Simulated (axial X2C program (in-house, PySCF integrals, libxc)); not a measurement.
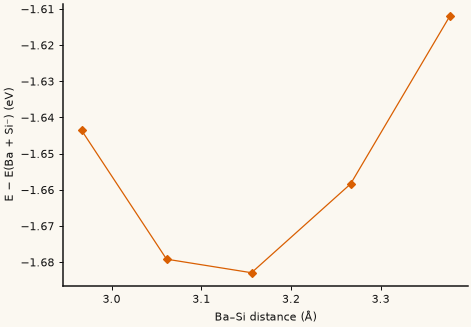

Energy at 5 bond lengths, for one set of occupations held fixed; the line joins the points. A polynomial of degree 3 through 5 points gives rₑ = 3.121 Å, ωₑ = 184.3 cm⁻¹ and Bₑ = 0.07441 cm⁻¹. The minimum lies 1.68 eV below Ba + Si⁻, each computed as one determinant at the same level.

## Relativistic diatomic calculation for BaSi⁻

- system: BaSi⁻, single determinant with M_S = 3/2 and |Λ| = 0.
- method: r2SCAN, spin-free X2C-1e, Ba dyall-acv3z, Si dyall-av3z (cores contracted) (axial X2C program (in-house, PySCF integrals, libxc))

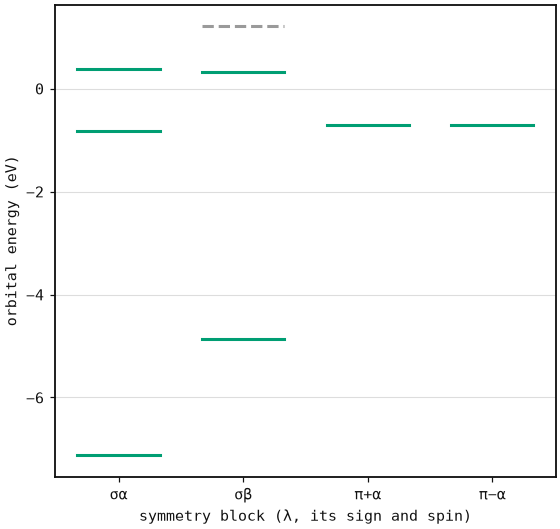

Orbital energies near the frontier at 3.16 Å, filled (solid) and empty (dashed); a label such as π−α means λ = −1 and α spin. The highest filled orbital (σα; 59 % Ba s, 21 % Ba d) lies at 0.37 eV, the lowest empty one (σβ; 43 % Si p, 23 % Ba d) at 1.21 eV. A filled level above zero is held only by the finite basis .

Input and output of the run follow.

### Input
```
{"zs": [56, 14], "q": -1, "bas": ["dyall-acv3z", "dyall-av3z"], "levels": ["PBE0", "HF", "r2SCAN"], "cc": true, "r0": 3.12, "thr": -2.0, "nmax": 90, "npts": 10, "nst": 2, "ntry": 6}
```

The line is the task of a batch: nuclear charges, charge, bases, the levels to run, a first guess of the distance and further settings. This report covers r2SCAN without spin-orbit coupling. The log is that of the reference distance 3.156 Å.

The run was one of a batch that the task file lists, launched with:
```bash
python <driver script> task.json out
```

### The program's output
```
spin-free X2C-1e  r2SCAN
basis functions 223  fitting functions 1161  grid points 5086
iter        total energy     max residual
   1      -8424.848770938     1.80e-01
   2      -8424.851998627     3.51e-03
   3      -8424.852182173     1.57e-02
   4      -8424.852360057     5.52e-03
   5      -8424.852560940     1.27e-02
   6      -8424.852688754     8.62e-03
   7      -8424.852736407     7.07e-04
   8      -8424.852756960     2.98e-03
   9      -8424.852763138     5.73e-04
  10      -8424.852765881     5.59e-04
  11      -8424.852767145     5.85e-04
  12      -8424.852767580     2.01e-04
  13      -8424.852767702     5.76e-05
  14      -8424.852767732     6.57e-05
  15      -8424.852767749     1.68e-05
  16      -8424.852767754     7.56e-06
converged
one-electron -11777.40788681  Coulomb 3442.21772173  exact exchange 0.00000000  xc functional -221.11853846  nuclear repulsion 131.45593579
```

### The points of the curve

```
R (Å)   E (hartree)  dipole (D; origin at the first atom, positive when the second is positive)  highest filled (eV)  lowest empty (eV)
2.967  −8424.851321                                                                       −3.70                 0.42               1.20
3.061  −8424.852630                                                                       −3.97                 0.40               1.20
3.156  −8424.852768                                                                       −4.26                 0.37               1.21
3.267  −8424.851865                                                                       −4.63                 0.34               1.24
3.377  −8424.850163                                                                       −5.04                 0.31               1.26
```

### Summary

- outcome: converged; a filled level lies above zero
- bond length rₑ: 3.121 Å
- ωₑ: 184.3 cm⁻¹
- energy at the minimum: −8424.85283 hartree
- depth below the fragments: 1.68 eV
- largest ⟨S²⟩ along the curve: 3.95
- hardware: 1 thread of Arm Neoverse V2, 24 GiB of memory available, shared host
- wall time: 11 s
- peak memory: 1 GiB

### Remarks

The highest filled level (r2SCAN, up to 0.42 eV) lies above zero. That is common for anions, where the functional's self-interaction leaves the outer electrons unbound; only the finite basis holds them, so such levels depend on it. Limits: 5 of the 10 points asked for were kept.
